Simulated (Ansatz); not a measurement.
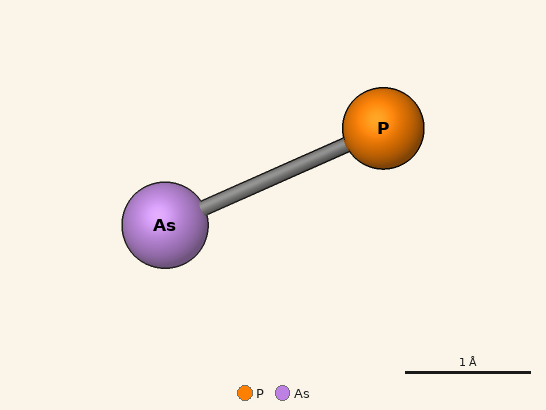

The structure as it stands in the input.

The calculation was set up as follows.

```yaml
crystal:
  periodic: [false, false, false]
  atoms:
    - {symbol: P, position_ang: [0.848249, -0.280478, 0.435404]}
    - {symbol: As, position_ang: [-0.848249, 0.280478, -0.435404]}
basis:
  gaussian: {orbitals: aug-cc-pVDZ, final_grid: {core_spheres: 8, valence_spheres: 7, degree: 23}}
hamiltonian: {xc: {name: r2SCAN}, dispersion: d3bj}
```

Command:

```sh
ansatz run in.yaml --threads 2 --pin off --events-out ev --progress --plain --max-ram 32768MiB --backend cpu
```

Result:

```
Warning: the engine holds no damping parameters fitted to this dispersion correction and functional, so the run takes those fitted to r2scan beside the three-body term, which d3bj leaves out (hamiltonian.dispersion, under Limitations)
Functional definition: r2SCAN
  name "r2SCAN"
  cite "Furness, Kaplan, Ning, Perdew & Sun, J. Phys. Chem. Lett. 11, 8208 (2020) doi:10.1021/acs.jpclett.0c02405"
  cite "Furness, Kaplan, Ning, Perdew & Sun, J. Phys. Chem. Lett. 11, 9248 (2020) doi:10.1021/acs.jpclett.0c03077"
  parent r2scan
  parameter k0 = 0.174
  parameter k1 = 0.065
  parameter a1 = 4.9479
  exchange = r2scan_x(k0 = k0, k1 = k1, a1 = a1)
  correlation = r2scan_c
742 factors; their error is unknown
mean field evaluation 1: about -70127.2934 eV, gradient 1.5e1 eV
mean field evaluation 2: about -70123.3685 eV, gradient 3.5e1 eV
mean field evaluation 4: about -70128.1507 eV, gradient 1.4e0 eV
mean field evaluation 8: about -70128.1482 eV, gradient 5.6e-3 eV
mean field -70128.14816471 eV, -2577.1619104870 hartree, gradient 7.0e-6 eV, S^2 0.000000; 0 other end points of the search recorded, 0 dependent functions left out
reference -70128.14818125 eV, -2577.1619110947 hartree; 24, 24 occupied and 39, 39 virtual orbitals, 742 factors
Total energy: -70128.15877053 eV, -2577.1623002436 hartree
```

Self-consistency was reached.
